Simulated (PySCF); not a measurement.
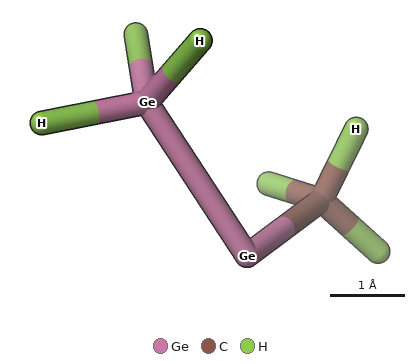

The input geometry (stick view, seen at a tilt). Sticks mark near contacts.

# Excited-state calculation, with input and output: CH₆Ge₂

CH₆Ge₂, SMILES [CH3][Ge][GeH3], computed with TDDFT CAM-B3LYP/def2-SVPD, vertical, gas phase, core orbitals frozen in the response (PySCF 2.14.0).

The geometry comes from this level: PBE0-D3(BJ)/def2-SVP.

What the program printed
```
coarse grid: 34848 points
cycle   1  E = -4195.3064772106  dE = -1.401e+00  |g| = 5.174e-01  |ddm| = 3.194e+00
cycle   2  E = -4195.3099049954  dE = -3.428e-03  |g| = 5.139e-01  |ddm| = 9.783e-01
cycle   3  E = -4195.3447694453  dE = -3.486e-02  |g| = 2.043e-02  |ddm| = 4.436e-01
cycle   4  E = -4195.3449297619  dE = -1.603e-04  |g| = 1.206e-02  |ddm| = 7.285e-02
cycle   5  E = -4195.3449733248  dE = -4.356e-05  |g| = 2.762e-03  |ddm| = 2.526e-02
cycle   6  E = -4195.3449762010  dE = -2.876e-06  |g| = 6.577e-04  |ddm| = 8.611e-03
final grid: 69520 points
cycle   7  E = -4195.3448852836  dE = -2.613e-07  |g| = 4.258e-04  |ddm| = 3.483e-03
cycle   8  E = -4195.3448853132  dE = -2.956e-08  |g| = 3.949e-04  |ddm| = 1.338e-03
cycle   9  E = -4195.3448853551  dE = -4.193e-08  |g| = 4.916e-05  |ddm| = 4.524e-04
cycle  10  E = -4195.3448853566  dE = -1.471e-09  |g| = 2.031e-05  |ddm| = 2.012e-04
cycle  11  E = -4195.3448853569  dE = -3.438e-10  |g| = 5.958e-06  |ddm| = 1.459e-04
```

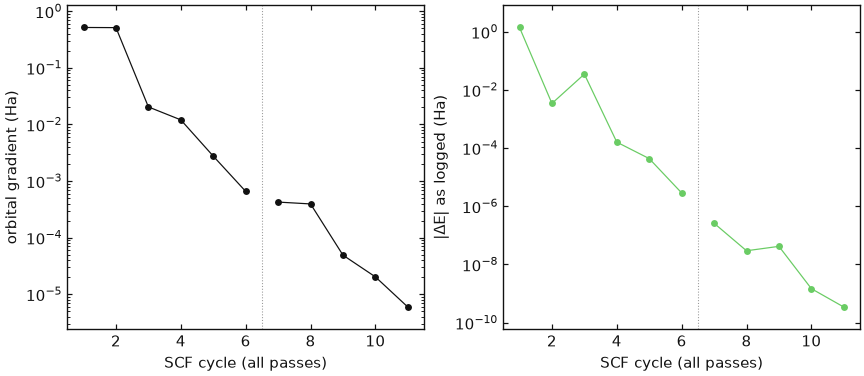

Convergence of the self-consistent field: orbital gradient and size of the energy change against the SCF cycle. The dotted line marks the change from a coarse to the final integration grid. The first 6 cycles use a coarse grid, the final grid takes over at cycle 7, and the field converges after 11 cycles in all.

```
converged SCF energy = -4195.3448853569

Static polarisability (au): isotropic 86.512, principal 66.451 83.290 109.794

Singlet excitations
state   eV       nm        f      main configurations
  1   1.9495    636.0   0.00375   H->L 0.99
  2   3.5977    344.6   0.00615   H-1->L 0.98
  3   5.4609    227.0   0.18524   H->L+1 0.64, H->L+2 0.29
  4   5.8282    212.7   0.10312   H->L+2 0.62, H->L+1 0.21
  5   5.9128    209.7   0.13271   H->L+3 0.71, H-2->L 0.19
  6   6.0094    206.3   0.00221   H-3->L 0.84, H-2->L 0.09

Triplet excitations (Tamm-Dancoff, eV): 1.0873 3.0431
Vertical ionisation energy (delta-SCF) = 8.2398 eV
Vertical electron affinity (delta-SCF) = 1.1202 eV
```

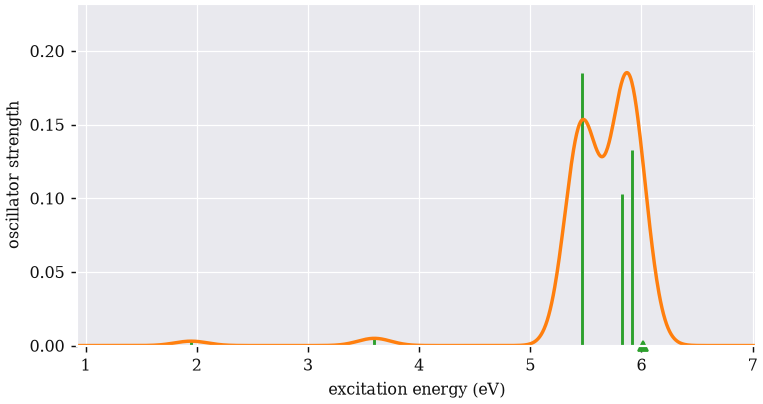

Computed excitations as sticks (degenerate states added up, dark ones marked on the axis), with a Gaussian envelope of 0.35 eV full width at half maximum, scaled to the tallest. Of the 6 states the lowest lies at 1.95 eV (f = 0.004); the strongest line is at 5.46 eV, or 227 nm (f = 0.185).

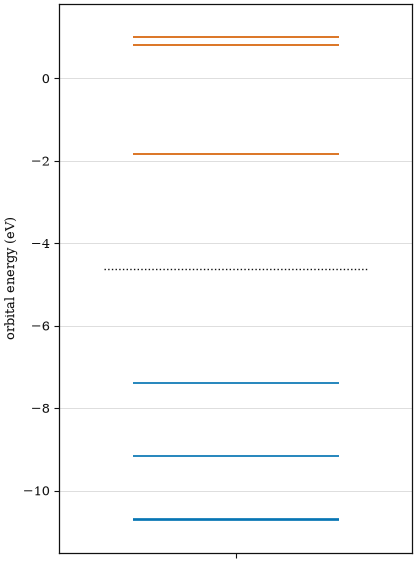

Orbital energies near the frontier; the dotted line parts filled from empty levels, and levels within 0.02 eV of each other stand side by side. Highest filled −7.40 eV, lowest empty −1.83 eV, 5.57 eV apart.

This output came from the following input.

Input file
```
{"job": {"kind": "uv", "xc": "CAM-B3LYP", "basis": "def2-SVPD", "nstates": 6, "ntriplets": 2, "ip": true}, "charge": 0, "multiplicity": 1}
Ge    -1.443783    -0.640367     0.212032
C      0.055702    -1.516017    -0.772151
Ge    -0.141480     1.436841     0.732996
H     -0.199426    -2.536261    -1.092526
H      0.968855    -1.546297    -0.152508
H      0.309617    -0.911327    -1.660998
H      1.044439     1.722249    -0.220609
H      0.462280     1.256005     2.150113
H     -1.012471     2.711206     0.794810
```

The first line tells a small driver script what to run in PySCF; the rest is the geometry in Å.

Command:
```bash
OMP_NUM_THREADS=1 python <driver script> task.json out
```

Summary

| quantity | value |
| --- | --- |
| outcome | converged |
| total energy | −4195.344885 hartree |
| HOMO | −7.40 eV |
| LUMO | −1.83 eV |
| dipole moment | 1.25 D |
| mean polarisability | 86.51 a.u. |
| vertical ionisation energy | 8.24 eV |
| vertical electron affinity | 1.12 eV |
| lowest singlet excitation | 1.95 eV |
| hardware | 1 CPU thread, shared host |
| wall time | 36 s |
| peak memory | 0.69 GiB |

Notes

Spin–orbit coupling is left out, which matters for the heavy atoms.
